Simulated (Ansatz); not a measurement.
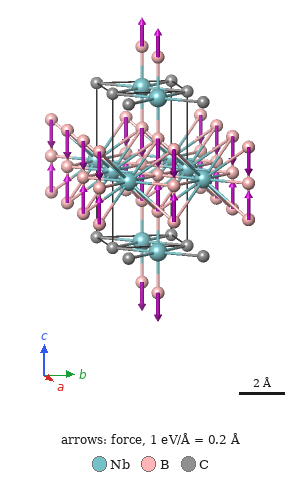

Starting geometry of solid Nb$_{2}$B$_{3}$C (a generated structure, set up in P4/mmm) (coarse preliminary run) with the computed forces as purple arrows. A ball-and-stick model of the cell of the calculation, repeated 2 × 1 × 1 with one cell outlined, seen slightly off an axis.

All numbers below come from Ansatz 0.2.0, DFT PBE, scalar-relativistic, plane waves, PAW.

Input
```yaml
crystal:
  lattice:
    - [3.44245383, 0.0, 0.0]
    - [0.0, 3.44245383, 0.0]
    - [0.0, 0.0, 7.02567853]
  atoms:
    - { symbol: Nb, position: [0.0, 0.0, 0.5] }
    - { symbol: Nb, position: [0.5, 0.5, 0.0] }
    - { symbol: B, position: [0.5, 0.5, 0.5] }
    - { symbol: B, position: [0.5, 0.5, 0.73528057] }
    - { symbol: B, position: [0.5, 0.5, 0.26471943] }
    - { symbol: C, position: [0.0, 0.0, 0.0] }
basis:
  ecutwfc: 420
kpoints:
  mp_grid: { grid: [6, 6, 4] }
hamiltonian:
  xc: pbe
scf:
  occupations: { method: gaussian, width: 0.1 }
  lower_state_search: "off"
output:
  forces: true
  stress: true
  eigenvalues: true
relax:
  adjacent_minimum: "off"
  f_tol: 0.04
  max_steps: 70
  cell: { stress_tol: 0.4 }
```

Run as
```bash
ansatz run input.yaml --threads 1 --pin off --max-ram 2560MiB --backend cpu --events-out ev --progress --plain --runs-dir out
```

> Is this structure relaxed? If not, where do the atoms go?

It isn't relaxed: the largest force vector, on B atoms, is 6.65 eV/Å. The atoms end up moving mostly along the starting forces (cosine between the two patterns 1.00). The largest moves relative to the cell, 0.28 Å, are those of B4 and B5. B4 goes along −c. Nb and C stay in place. The drawn cell changes as follows: a = b 3.442 → 3.096 Å (−10.1 %), c 7.026 → 8.031 Å (+14.3 %); the volume changes by −7.5 %. Near-neighbour distances that change, for instance: Nb2–B4 1.860 → 2.410 Å, Nb1–Nb1 3.442 → 3.096 Å, Nb2–C6 2.434 → 2.189 Å, Nb1–B3 2.434 → 2.189 Å. Among the angles between lasting bonds that change: Nb1–B4–Nb1 111.6° → 107.5°, Nb1–B4–Nb2 124.2° → 126.3°, Nb1–B4–Nb1 71.6° → 69.5°. The space group stays P4/mmm (No. 123). The energy falls by 4.258 eV per cell of the calculation in 7 accepted moves (9 points after the start). Largest force component: 6.7 eV/Å at the start, 0.00033 eV/Å at the end. Pressure: −10.18 GPa at the start and 0.06 GPa at the end. At 2 points the geometry stayed and the basis and grid were re-selected for the new cell (energy shift of 10.2 meV per cell of the calculation at most each time). The run took 44 s on 1 thread of Intel(R) Xeon(R) Processor @ 2.70GHz, on a shared host, peak memory 0.41 GiB.
